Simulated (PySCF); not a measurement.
CH3FO2Si, SMILES `O=CO[SiH2]F`.

PySCF calculation, BHandHLYP/def2-SVPD, gas phase; geometry: GFN2-xTB. No frequency check shows the geometry to be a minimum.

Coordinates in Å:

```
O1      -2.1911   -0.5464    0.0000
C2      -1.6357    0.5087   -0.0001
O3      -0.3344    0.6834   -0.0000
Si4      0.8218   -0.5010   -0.0001
F5       2.1196    0.4284    0.0002
H6      -2.1588    1.4804    0.0002
H7       0.7988   -1.2345   -1.2470
H8       0.7969   -1.2358    1.2468
```

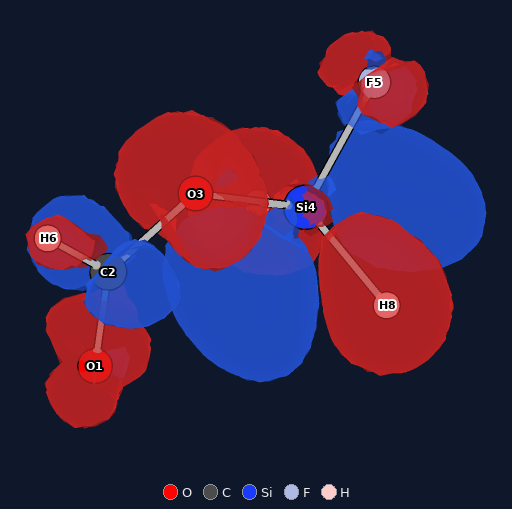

Unrelaxed difference density of S₃ less the ground state (full linear response singlet states), ±0.02 e/Å³; blue: gain, red: loss.

Question: How does the charge move on excitation?

Answer: 0.67 e is displaced in all, of which about 0.3 e passes between atoms: O3 (0.16 e) and H7 and H8 (0.07 e each) lose electrons and Si4 (0.24 e) and C2 (0.07 e) gain them. The state: 8.85 eV (140 nm), f = 0.001 (very weak); the leading pair carries 79 %; hole on O3 (24 %), Si4 (22 %) and H7 and H8 (16 % each), electron on Si4 (46 %), C2 (12 %) and O1 (9 %) (shares are of the whole state, not of the leading pair alone); their centroids lie 0.5 Å apart; S₄ lies within 0.1 eV of it.
